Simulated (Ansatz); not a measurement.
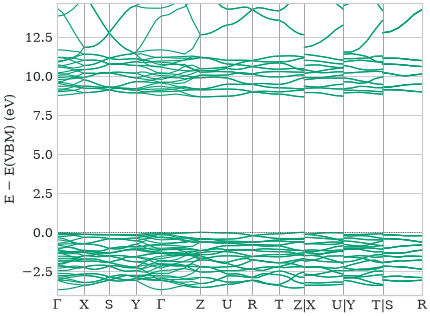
Figure. Band structure from DFT-r²SCAN in the program Ansatz with PAW potentials

The gap is 8.67 eV; an edge lies off the plotted path or next to a special point (maximum off the standard path, minimum on the Γ–Z line, 95 % of the way from Γ).

The material is YF$_{3}$ in space group Pnma (No. 62; Y on 4c, F on 8d, F on 4c).

The workflow started from a Materials Project entry (that database holds measured and hypothetical structures alike); the Crystallography Open Database files this formula in space group No. 62, but the cells were not matched. Whether it is the stable phase at ambient conditions was not checked. Symmetry was held in the r²SCAN relaxation; its stability against distortions is not shown here. The run is not spin-polarised. Spin–orbit coupling is left out wherever it is not named.

Potentials: the later of the program's two PAW sets.
